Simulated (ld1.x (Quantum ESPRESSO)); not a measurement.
# Pseudopotential generation for germanium: TM, PBE

Do these settings give a usable potential? It is generated, then checked for transferability, scattering, ghosts and hardness.

Method: ld1.x (Quantum ESPRESSO) 7.5, PBE, scalar-relativistic.

**1. Settings**

The settings as typed:

* element: germanium (Ge, Z = 32)
* type: norm-conserving Troullier–Martins (Kleinman–Bylander form)
* frozen core: [Ar] 3d10
* valence charge: 4
* reference configuration: 4s2 4p2
* partial waves: 4s (bound): rc 1.18 bohr; 4p (bound): rc 1.14 bohr
* local potential: all-electron potential smoothed inside 1.18 bohr (lloc = -1)
* core correction: not asked for

The nodes and maxima of the atom's own shells, from an earlier all-electron run, set the scale for the radii.

All-electron outer shells of the reference configuration (PBE, scalar-relativistic, ld1.x):

| shell | level (eV) | outermost node (bohr) | outermost maximum (bohr) |
| --- | --- | --- | --- |
| 3p | -115.62 | 0.23 | 0.54 |
| 3d | -29.31 | – | 0.50 |
| 4s | -11.73 | 0.77 | 1.75 |
| 4p | -3.90 | 0.82 | 2.22 |

**2. The generation run**

File Ge.in:

```
 &input
   title='Ge', zed=32., rel=1, dft='PBE', iswitch=3,
   config='[Ar] 3d10 4s2 4p2',
   nld=2, rlderiv=1.30, eminld=-3.0, emaxld=5.0, deld=0.02
 /
 &inputp
   pseudotype=2, tm=.true., lloc=-1, rcloc=1.18,
   nlcc=.false.,
   file_pseudopw='Ge.UPF', file_wfcaegen='ae.wfc', file_wfcncgen='nc.wfc', file_beta='beta', file_chi='chi'
 /
2
4S  1  0   2.00   0.00  1.18  1.18  0.0
4P  2  1   2.00   0.00  1.14  1.14  0.0
 &test
   configts(1)='4s2 4p2'
 /
```

Run with:

```bash
$ ld1.x < Ge.in > Ge.out
```

What the program wrote to Ge.out (without the banner and most projector matrices):

```text
     Program LD1 v.7.5
     --------------------------- All-electron run ----------------------------

     Ge
     scalar relativistic calculation

     atomic number is 32.00
     dft =PBE   lsd =0 sic =0 latt =0  beta=0.20 tr2=1.0E-14
     Exchange-correlation= PBE
                           (   1   4   3   4   0   0   0)
     mesh =1207 r(mesh) = 100.41023 a.u. xmin = -7.00 dx = 0.01250
     1 Ry =  13.60569312 eV, c = 137.03599908

     n l     nl                  e(Ry)          e(Ha)          e(eV)
     1 0     1S 1( 2.00)      -805.6314      -402.8157    -10961.1741
     2 0     2S 1( 2.00)      -100.8250       -50.4125     -1371.7939
     2 1     2P 1( 6.00)       -88.1036       -44.0518     -1198.7111
     3 0     3S 1( 2.00)       -12.3839        -6.1919      -168.4909
     3 1     3P 1( 6.00)        -8.4979        -4.2490      -115.6205
     3 2     3D 1(10.00)        -2.1543        -1.0772       -29.3109
     4 0     4S 1( 2.00)        -0.8622        -0.4311       -11.7311
     4 1     4P 1( 2.00)        -0.2863        -0.1431        -3.8953

     final scf error:  3.0E-15 reached in  36 iterations

     Etot =   -4197.669992 Ry,   -2098.834996 Ha,  -57112.209742 eV

     Ekin =    4273.695468 Ry,    2136.847734 Ha,   58146.589038 eV
     Encl =  -10116.689522 Ry,   -5058.344761 Ha, -137644.573051 eV
     Eh   =    1804.321722 Ry,     902.160861 Ha,   24549.047641 eV
     Exc  =    -158.997660 Ry,     -79.498830 Ha,   -2163.273369 eV

     normalization and overlap integrals

     s(1S/1S) =  1.000000  <r> =   0.0470  <r2> =    0.0030  r(max) =   0.0309
     s(2S/2S) =  1.000000  <r> =   0.2100  <r2> =    0.0520  r(max) =   0.1754
     s(2P/2P) =  1.000000  <r> =   0.1837  <r2> =    0.0414  r(max) =   0.1418
     s(3S/3S) =  1.000000  <r> =   0.6242  <r2> =    0.4495  r(max) =   0.5402
     s(3P/3P) =  1.000000  <r> =   0.6470  <r2> =    0.4929  r(max) =   0.5402
     s(3D/3D) =  1.000000  <r> =   0.7365  <r2> =    0.6969  r(max) =   0.5012
     s(4S/4S) =  1.000000  <r> =   2.1162  <r2> =    5.1841  r(max) =   1.7494
     s(4P/4P) =  1.000000  <r> =   2.8993  <r2> =   10.0650  r(max) =   2.2184

     ------------------------ End of All-electron run ------------------------

     --------------------- Generating NC pseudopotential ---------------------

      Generating local potential from pseudized AE potential:
      Matching radius rcloc =   1.1800

      Local pseudo, rcloc= 1.173 Estimated cut-off energy=    17.93 Ry

      Wfc   4S  rcut= 1.173  Using Troullier-Martins method

      Wfc   4P  rcut= 1.144  Using Troullier-Martins method

     ------------------- End of pseudopotential generation -------------------

     [... the all-electron block is printed once more ...]


     Computing logarithmic derivative in   1.30413
     Computing logarithmic derivative in   1.30413
     Computing the partial wave expansion
     R is outside the sphere for l=    0 j= 0.00
     R is outside the sphere for l=    1 j= 0.00

     ---------------------- Testing the pseudopotential ----------------------

     Ge
     scalar relativistic calculation

     atomic number is 32.00   valence charge is  4.00
     dft =PBE   lsd =0 sic =0 latt =0  beta=0.20 tr2=1.0E-14
     mesh =1207 r(mesh) = 100.41023 xmin = -7.00 dx = 0.01250

     n l     nl             e AE (Ry)        e PS (Ry)    De AE-PS (Ry)
     1 0     4S   1( 2.00)       -0.86222       -0.86221       -0.00002
     2 1     4P   1( 2.00)       -0.28630       -0.28628       -0.00002

     eps = 1.0E-16  iter =  6

     Etot =   -4197.669992 Ry,   -2098.834996 Ha,  -57112.209742 eV
     Etotps =    -7.550502 Ry,      -3.775251 Ha,    -102.729808 eV

     Ekin =       4.610465 Ry,       2.305232 Ha,      62.728572 eV
     Encl =     -17.146798 Ry,      -8.573399 Ha,    -233.294069 eV
     Ehrt =       5.829164 Ry,       2.914582 Ha,      79.309814 eV
     Ecxc =      -1.999303 Ry,      -0.999652 Ha,     -27.201907 eV
     Epseu=       1.155971 Ry,       0.577985 Ha,      15.727782 eV

     ---------------------- End of pseudopotential test ----------------------
```

Run time: 1.9 s. Hardware: 1 thread of Neoverse-N1, shared host. This counts the later configuration tests of the new file too.

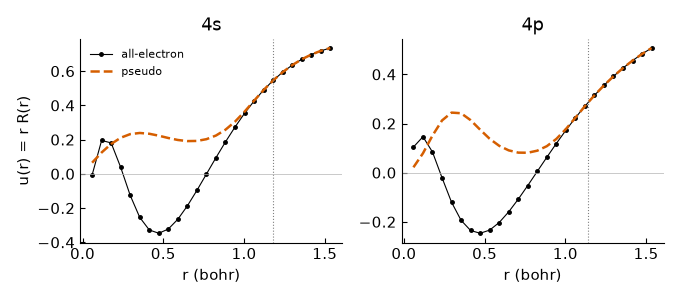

Bound waves of the atom and their pseudo partners (4s, 4p), with the matching radii dotted. The curves join 26 sampled radii, too few to resolve the innermost nodes.

**3. Testing the new file in other configurations**

File Ge.test.in:

```
 &input
   title='Ge', zed=32., rel=1, dft='PBE', iswitch=2,
   config='[Ar] 3d10 4s2 4p2'
 /
 &test
   file_pseudo='Ge.UPF', nconf=8,
   configts(1)='4s2 4p2',
   configts(2)='4s2 4p1',
   configts(3)='4s2 4p0',
   configts(4)='4s1 4p0',
   configts(5)='4s2 4p2.3',
   configts(6)='4s2 4p1.5',
   configts(7)='4s1 4p3',
   configts(8)='4s1 4p2'
 /
```

Run with:

```bash
$ ld1.x < Ge.test.in > Ge.test.out
```

Ge.test.out, the pseudopotential blocks:

```text
     ---------------------- Testing the pseudopotential ----------------------

     Ge
     scalar relativistic calculation

     atomic number is 32.00   valence charge is  4.00
     dft =PBE   lsd =0 sic =0 latt =0  beta=0.20 tr2=1.0E-14
     mesh =1207 r(mesh) = 100.41023 xmin = -7.00 dx = 0.01250

     n l     nl             e AE (Ry)        e PS (Ry)    De AE-PS (Ry)
     1 0     4S   1( 2.00)       -0.86222       -0.86221       -0.00002
     2 1     4P   1( 2.00)       -0.28630       -0.28628       -0.00002

     eps = 9.9E-17  iter =  6

     Etot =   -4197.669992 Ry,   -2098.834996 Ha,  -57112.209742 eV
     Etotps =    -7.550502 Ry,      -3.775251 Ha,    -102.729808 eV

     Ekin =       4.610465 Ry,       2.305232 Ha,      62.728572 eV
     Encl =     -17.146798 Ry,      -8.573399 Ha,    -233.294069 eV
     Ehrt =       5.829164 Ry,       2.914582 Ha,      79.309814 eV
     Ecxc =      -1.999303 Ry,      -0.999652 Ha,     -27.201907 eV
     Epseu=       1.155971 Ry,       0.577985 Ha,      15.727782 eV

     ---------------------- End of pseudopotential test ----------------------

     ---------------------- Testing the pseudopotential ----------------------

     Ge
     scalar relativistic calculation

     atomic number is 32.00   valence charge is  4.00
     dft =PBE   lsd =0 sic =0 latt =0  beta=0.20 tr2=1.0E-14
     mesh =1207 r(mesh) = 100.41023 xmin = -7.00 dx = 0.01250

     n l     nl             e AE (Ry)        e PS (Ry)    De AE-PS (Ry)
     1 0     4S   1( 2.00)       -1.45956       -1.46143        0.00187
     2 1     4P   1( 1.00)       -0.82628       -0.82663        0.00035

     eps = 7.5E-15  iter = 16

     Etot =   -4197.122869 Ry,   -2098.561434 Ha,  -57104.765750 eV
     Etotps =    -7.003227 Ry,      -3.501613 Ha,     -95.283751 eV
     dEtot_ae =       0.547123 Ry
     dEtot_ps =       0.547275 Ry,   Delta E=      -0.000152 Ry

     Ekin =       3.706812 Ry,       1.853406 Ha,      50.433744 eV
     Encl =     -14.275167 Ry,      -7.137583 Ha,    -194.223541 eV
     Ehrt =       3.697458 Ry,       1.848729 Ha,      50.306482 eV
     Ecxc =      -1.555705 Ry,      -0.777853 Ha,     -21.166449 eV
     Epseu=       1.423376 Ry,       0.711688 Ha,      19.366013 eV

     ---------------------- End of pseudopotential test ----------------------

     ---------------------- Testing the pseudopotential ----------------------

     Ge
     scalar relativistic calculation

     atomic number is 32.00   valence charge is  4.00
     dft =PBE   lsd =0 sic =0 latt =0  beta=0.20 tr2=1.0E-14
     mesh =1207 r(mesh) = 100.41023 xmin = -7.00 dx = 0.01250

     n l     nl             e AE (Ry)        e PS (Ry)    De AE-PS (Ry)
     1 0     4S   1( 2.00)       -2.14976       -2.15426        0.00449
     2 1     4P   1( 0.00)       -1.45571       -1.45494       -0.00077

     eps = 2.0E-15  iter = 12

     Etot =   -4195.988126 Ry,   -2097.994063 Ha,  -57089.326796 eV
     Etotps =    -5.867935 Ry,      -2.933968 Ha,     -79.837325 eV
     dEtot_ae =       1.681865 Ry
     dEtot_ps =       1.682566 Ry,   Delta E=      -0.000701 Ry

     Ekin =       1.897898 Ry,       0.948949 Ha,      25.822221 eV
     Encl =     -10.490335 Ry,      -5.245168 Ha,    -142.728280 eV
     Ehrt =       1.852627 Ry,       0.926314 Ha,      25.206280 eV
     Ecxc =      -1.041104 Ry,      -0.520552 Ha,     -14.164944 eV
     Epseu=       1.912979 Ry,       0.956489 Ha,      26.027398 eV

     ---------------------- End of pseudopotential test ----------------------

     ---------------------- Testing the pseudopotential ----------------------

     Ge
     scalar relativistic calculation

     atomic number is 32.00   valence charge is  4.00
     dft =PBE   lsd =0 sic =0 latt =0  beta=0.20 tr2=1.0E-14
     mesh =1207 r(mesh) = 100.41023 xmin = -7.00 dx = 0.01250

     n l     nl             e AE (Ry)        e PS (Ry)    De AE-PS (Ry)
     1 0     4S   1( 1.00)       -2.97339       -2.95529       -0.01811  !
     2 1     4P   1( 0.00)       -2.20993       -2.19382       -0.01611  !

     eps = 7.2E-15  iter = 20

     Etot =   -4193.431031 Ry,   -2096.715516 Ha,  -57054.535744 eV
     Etotps =    -3.313018 Ry,      -1.656509 Ha,     -45.075902 eV
     dEtot_ae =       4.238961 Ry
     dEtot_ps =       4.237484 Ry,   Delta E=       0.001477 Ry

     Ekin =       1.016916 Ry,       0.508458 Ha,      13.835843 eV
     Encl =      -5.386138 Ry,      -2.693069 Ha,     -73.282137 eV
     Ehrt =       0.482008 Ry,       0.241004 Ha,       6.558050 eV
     Ecxc =      -0.446892 Ry,      -0.223446 Ha,      -6.080274 eV
     Epseu=       1.021088 Ry,       0.510544 Ha,      13.892616 eV

     ---------------------- End of pseudopotential test ----------------------

     ---------------------- Testing the pseudopotential ----------------------

     Ge
     scalar relativistic calculation

     atomic number is 32.00   valence charge is  4.00
     dft =PBE   lsd =0 sic =0 latt =0  beta=0.20 tr2=1.0E-14
     mesh =1207 r(mesh) = 100.41023 xmin = -7.00 dx = 0.01250

     n l     nl             e AE (Ry)        e PS (Ry)    De AE-PS (Ry)
     1 0     4S   1( 2.00)       -0.70960       -0.70942       -0.00018
     2 1     4P   1( 2.30)       -0.14906       -0.14910        0.00004

     eps = 8.2E-15  iter = 13

     Etot =   -4197.734933 Ry,   -2098.867466 Ha,  -57113.093307 eV
     Etotps =    -7.615448 Ry,      -3.807724 Ha,    -103.613444 eV
     dEtot_ae =      -0.064941 Ry
     dEtot_ps =      -0.064946 Ry,   Delta E=       0.000005 Ry

     Ekin =       4.732244 Ry,       2.366122 Ha,      64.385458 eV
     Encl =     -17.813614 Ry,      -8.906807 Ha,    -242.366562 eV
     Ehrt =       6.461685 Ry,       3.230843 Ha,      87.915707 eV
     Ecxc =      -2.106952 Ry,      -1.053476 Ha,     -28.666541 eV
     Epseu=       1.111189 Ry,       0.555594 Ha,      15.118495 eV

     ---------------------- End of pseudopotential test ----------------------

     ---------------------- Testing the pseudopotential ----------------------

     Ge
     scalar relativistic calculation

     atomic number is 32.00   valence charge is  4.00
     dft =PBE   lsd =0 sic =0 latt =0  beta=0.20 tr2=1.0E-14
     mesh =1207 r(mesh) = 100.41023 xmin = -7.00 dx = 0.01250

     n l     nl             e AE (Ry)        e PS (Ry)    De AE-PS (Ry)
     1 0     4S   1( 2.00)       -1.14653       -1.14717        0.00064
     2 1     4P   1( 1.50)       -0.54268       -0.54271        0.00003

     eps = 6.2E-15  iter = 14

     Etot =   -4197.464058 Ry,   -2098.732029 Ha,  -57109.407861 eV
     Etotps =    -7.344545 Ry,      -3.672272 Ha,     -99.927622 eV
     dEtot_ae =       0.205934 Ry
     dEtot_ps =       0.205957 Ry,   Delta E=      -0.000022 Ry

     Ekin =       4.259707 Ry,       2.129854 Ha,      57.956270 eV
     Encl =     -15.829459 Ry,      -7.914730 Ha,    -215.370762 eV
     Ehrt =       4.749454 Ry,       2.374727 Ha,      64.619616 eV
     Ecxc =      -1.790627 Ry,      -0.895314 Ha,     -24.362727 eV
     Epseu=       1.266380 Ry,       0.633190 Ha,      17.229981 eV

     ---------------------- End of pseudopotential test ----------------------

     ---------------------- Testing the pseudopotential ----------------------

     Ge
     scalar relativistic calculation

     atomic number is 32.00   valence charge is  4.00
     dft =PBE   lsd =0 sic =0 latt =0  beta=0.20 tr2=1.0E-14
     mesh =1207 r(mesh) = 100.41023 xmin = -7.00 dx = 0.01250

     n l     nl             e AE (Ry)        e PS (Ry)    De AE-PS (Ry)
     1 0     4S   1( 1.00)       -0.93246       -0.92907       -0.00339
     2 1     4P   1( 3.00)       -0.33685       -0.33701        0.00016

     eps = 8.1E-15  iter = 29

     Etot =   -4197.084042 Ry,   -2098.542021 Ha,  -57104.237489 eV
     Etotps =    -6.966157 Ry,      -3.483079 Ha,     -94.779399 eV
     dEtot_ae =       0.585950 Ry
     dEtot_ps =       0.584344 Ry,   Delta E=       0.001606 Ry

     Ekin =       5.794903 Ry,       2.897451 Ha,      78.843669 eV
     Encl =     -16.407803 Ry,      -8.203902 Ha,    -223.239533 eV
     Ehrt =       5.582076 Ry,       2.791038 Ha,      75.948014 eV
     Ecxc =      -1.925614 Ry,      -0.962807 Ha,     -26.199319 eV
     Epseu=      -0.009719 Ry,      -0.004859 Ha,      -0.132230 eV

     ---------------------- End of pseudopotential test ----------------------

     ---------------------- Testing the pseudopotential ----------------------

     Ge
     scalar relativistic calculation

     atomic number is 32.00   valence charge is  4.00
     dft =PBE   lsd =0 sic =0 latt =0  beta=0.20 tr2=1.0E-14
     mesh =1207 r(mesh) = 100.41023 xmin = -7.00 dx = 0.01250

     n l     nl             e AE (Ry)        e PS (Ry)    De AE-PS (Ry)
     1 0     4S   1( 1.00)       -1.53157       -1.52801       -0.00357
     2 1     4P   1( 2.00)       -0.88375       -0.88463        0.00088

     eps = 2.6E-15  iter = 23

     Etot =   -4196.482228 Ry,   -2098.241114 Ha,  -57096.049396 eV
     Etotps =    -6.363851 Ry,      -3.181925 Ha,     -86.584602 eV
     dEtot_ae =       1.187763 Ry
     dEtot_ps =       1.186651 Ry,   Delta E=       0.001113 Ry

     Ekin =       5.091755 Ry,       2.545878 Ha,      69.276862 eV
     Encl =     -13.607234 Ry,      -6.803617 Ha,    -185.135846 eV
     Ehrt =       3.489748 Ry,       1.744874 Ha,      47.480434 eV
     Ecxc =      -1.478943 Ry,      -0.739471 Ha,     -20.122040 eV
     Epseu=       0.140823 Ry,       0.070411 Ha,       1.915988 eV

     ---------------------- End of pseudopotential test ----------------------
```

Excitation and ionisation energies from 4s2 4p2, with the error of the potential.

```tsv
valence configuration	charge	ΔE all-electron (eV)	error AE − PS (meV)
4s2 4p1	+1	7.444	-2.1
4s2 4p0	+2	22.883	-9.5
4s1 4p0	+3	57.674	+20
4s2 4p2.3	-0.3	-0.884	+0.1
4s2 4p1.5	+0.5	2.802	-0.3
4s1 4p3	0	7.972	+22
4s1 4p2	+1	16.160	+15
```

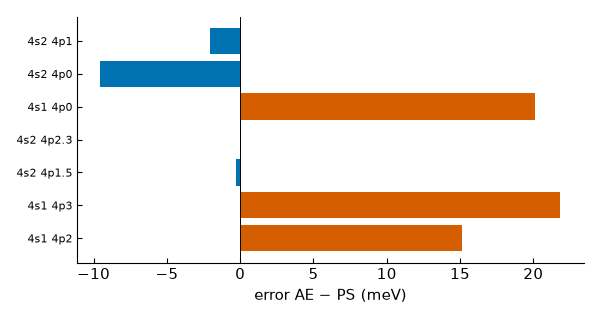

Error of the potential in each test configuration.

**4. Does it scatter like the atom?**

Taken from the files of the generation run. The phase is arctan(r·u′/u) with u = r·R, unwrapped, with energies in Ry. A pole is an energy at which the radial function vanishes at the test radius. The pseudo phase is shifted by a multiple of π to meet the all-electron one at the reference energy. Levels narrower than the energy grid can be missing from the poles. The last column is the largest difference on the grid between −1 and +1 Ry.

```tsv
channel	radius (bohr)	reference (Ry)	poles AE	poles PS	energies with phases within 0.05 rad (Ry)	largest difference near zero (rad)
s	1.30	-0.86	none	-2.29	-1.9 to 0.6	0.065
p	1.30	-0.29	none	3.00	below 1.0	0.036
```

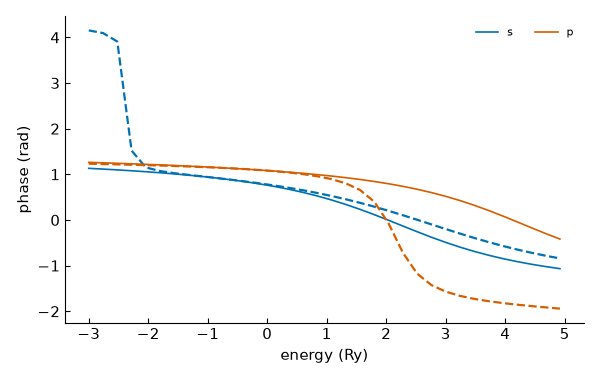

All-electron (solid) and pseudo (dashed) phases against energy.

**5. Cutoff and ghost test in a Bessel basis**

A separate test, outside the generator: the pseudo-atom's Hamiltonian at the reference potential is diagonalised in spherical Bessel functions j_l(qr) that vanish at 20 bohr, with q² up to the cutoff.

All-electron valence levels (Ry): 4s -0.8622, 4p -0.2863. The lowest levels of each channel (Ry) by cutoff; the last column sums, over occupied levels, occupation times the distance from the level at 400 Ry. A positive value is a state of the box, at any cutoff.

```
cutoff (Ry)     s #1     s #2      p #1     p #2    d #1    f #1  Σ f·Δε (mRy)
          8  -0.7587  -0.0246   -5.3128  -0.0611  0.0521  0.1080         659.2
         15  -0.8758  -0.0324  -11.1401  -0.1241  0.0512  0.1080         350.4
         25  -0.9568  -0.0390  -13.2631  -0.1522  0.0504  0.1080         456.3
         40  -1.6353  -0.7753  -13.7052  -0.1554  0.0499  0.1080         437.2
         55  -2.2628  -0.8564  -17.3937  -0.1600  0.0498  0.1080         265.8
         80  -2.3531  -0.8605  -30.1921  -0.1852  0.0497  0.1080         207.3
        110  -2.3535  -0.8608  -42.6516  -0.2180  0.0497  0.1080         141.1
        160  -2.3603  -0.8621  -56.7547  -0.2611  0.0497  0.1080          52.3
        230  -2.3624  -0.8626  -64.3821  -0.2856  0.0497  0.1080           2.5
        260  -2.3636  -0.8628  -64.6356  -0.2864  0.0497  0.1080           0.3
        350  -2.3641  -0.8629  -64.6520  -0.2864  0.0497  0.1080           0.0
        400  -2.3641  -0.8629  -64.6521  -0.2864  0.0497  0.1080           0.0
```

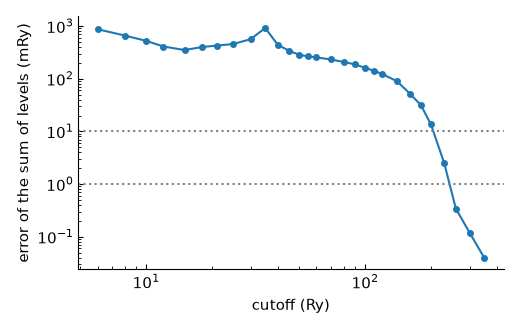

Occupation-weighted error of the valence levels against the cutoff; the dotted lines mark 10 and 1 mRy.

The sum stays within 10 mRy from 230 Ry and within 1 mRy from 260 Ry. The sum leaves out empty levels, which can need more. Ghost test: ghost states, bound below the all-electron valence or empty levels of the same l: p at -879.6 eV, s at -32.2 eV.

**6. Outcome**

| quantity | value |
| --- | --- |
| cutoffs for 10 and 1 mRy, occupied levels | 230 Ry and 260 Ry |
| bound ghosts | p at -879.64 eV, s at -32.17 eV |
| largest test error (AE − PS) | +22 meV, for 4s1 4p3 |
| largest phase difference near zero energy, channels read | 0.065 rad |

What this shows: It has a bound ghost (p, s), which would be filled ahead of the true valence states and rules the file out. By total energies transferability is good: the largest error is 22 meV on 8.0 eV, for 4s1 4p3. Atomic tests can pass in spite of a ghost, since they solve only for the levels asked. By its cutoff, 230 Ry for the looser tolerance, it is very hard. The slowest level is 4p: taken alone it needs 230 Ry to come within 1 mRy, against 160 Ry for 4s. The s channel scatters worst near zero energy, by up to 0.07 rad. The pseudo curves have a pole that the atom lacks: s at -2.29 Ry. These are tests on the free atom; a crystal test is still owed.
